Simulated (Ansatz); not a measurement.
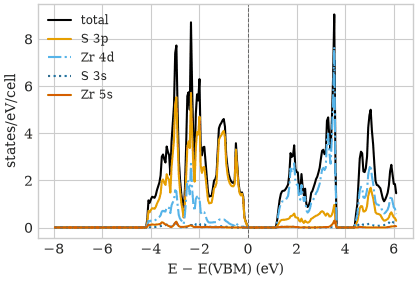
*Total and projected density of states of ZrS$_{2}$ (CdI2 type, space group No. 164), the program Ansatz at the PBE level (PAW)*

**Question.** Which orbitals carry the states next to the gap?

**Answer.** Top 1 eV of the valence band: S 3p 91 %, Zr 4d 6 %. Bottom 1 eV of the conduction band: Zr 4d 76 %, S 3p 18 %. Projections are on Löwdin-orthogonalised atomic valence shells; empty p or d shells of many metals are not among them.

**Question.** Where is the tallest occupied peak in this window, and what makes it?

**Answer.** Near -2.3 eV, about 8.7 states/eV per cell; the largest projected share is S 3p.

Space group P-3m1 (CdI2 type). The PBE relaxation kept the symmetry of its start. The run is not spin-polarised. The volume lies over 15 % above that of the usual cell of this phase: another minimum, or an error of the functional. A crystal of weakly bound layers computed without a dispersion correction: the cell and the soft elastic constants depend strongly on that. Spin–orbit coupling is left out wherever it is not named.

Potentials: the earlier of the program's two PAW sets.
